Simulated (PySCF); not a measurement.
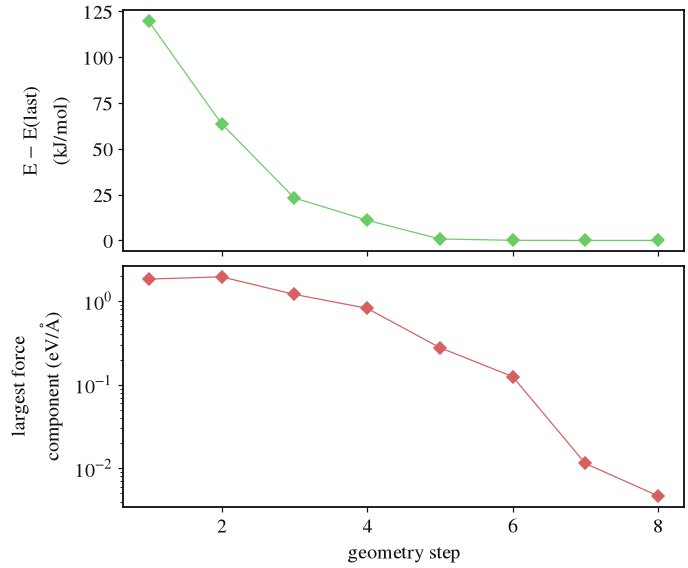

History of a geometry optimisation. The run: SnSH2 (SMILES [S]=[SnH2]), by PySCF 2.14.0, RKS-based PBE0, Sn def2-TZVP with ECP28, S def2-TZVP, H def2-TZVP; non-relativistic Hamiltonian with scalar-relativistic core potentials; density fitting. The start has point group Cs, which is kept, and the end C2v. A held symmetry can leave a saddle point.

The optimisation met its thresholds at geometry 8, counting the start as the first. The energy fell by about 120 kJ/mol from the first step to the last. The largest force component goes from about 1.8 eV/Å at the start to 5 × 10⁻³ eV/Å at the end.
